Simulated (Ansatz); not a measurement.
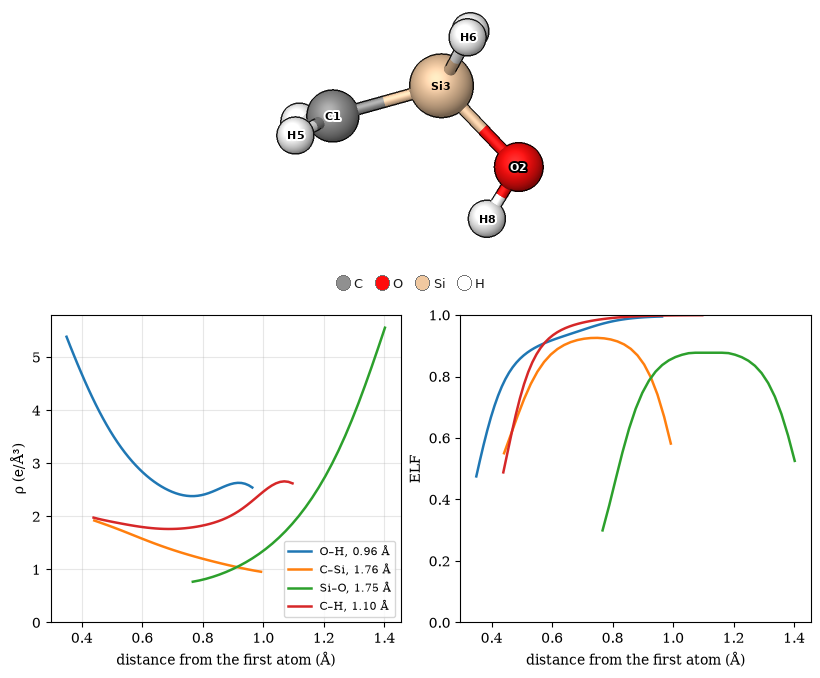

Figure. CH5OSi (SMILES [CH2-][SiH2]O) (charge −1). Electron density and ELF along straight lines between neighbouring atoms. The curves leave out the atomic cores. The structure is drawn too.

Geometry: PBE0-D3(BJ)/def2-SVPD; the highest occupied orbital lies above zero, a sign that basis and functional describe the outermost electron poorly.

The calculation used isolated molecule in a Gaussian basis; Kohn-Sham density functional theory, functional PBE0 in Ansatz.

Input file:

```
crystal:
  periodic: [false, false, false]
  atoms:
    - {symbol: C, position_ang: [-0.966115, -0.626191, 1.425186]}
    - {symbol: O, position_ang: [-0.143978, 0.187437, -1.358772]}
    - {symbol: Si, position_ang: [-1.006022, 0.560434, 0.120552]}
    - {symbol: H, position_ang: [-1.739836, -1.395594, 1.531060]}
    - {symbol: H, position_ang: [-0.134864, -0.705574, 2.135660]}
    - {symbol: H, position_ang: [-0.395312, 1.913356, 0.436572]}
    - {symbol: H, position_ang: [-2.406535, 0.842833, -0.389854]}
    - {symbol: H, position_ang: [0.149432, -0.722722, -1.242369]}
basis:
  gaussian: {orbitals: def2-TZVPD}
total_charge: -1
hamiltonian: {xc: {name: PBE0}}
output: {forces: true, orbitals: {seedname: orbitals}}
```

Run with:

```sh
ansatz run input.yaml --threads 2 --pin off --max-ram 4350MiB --events-out events.jsonl --progress --plain --runs-dir runs
```

What kind of bonding do the profiles show?

Answer. O–H (0.96 Å): the density is about 3.7 e/Å³ at the midpoint; the ELF climbs to about 1 towards the hydrogen, as it does in any bond to H (a covalent bond by its length).
C–Si (1.76 Å): ρ is about 1.1 e/Å³ halfway; the ELF peaks at about 0.95 between the atoms, as expected for a covalent bond.
Si–O (1.75 Å): ρ at the midpoint is about 0.95 e/Å³; the ELF peaks at about 0.90 between the atoms (a polar covalent bond).
C–H (1.10 Å): ρ at the midpoint is about 1.8 e/Å³; the ELF climbs to about 1 towards the hydrogen (an ordinary covalent bond to hydrogen).
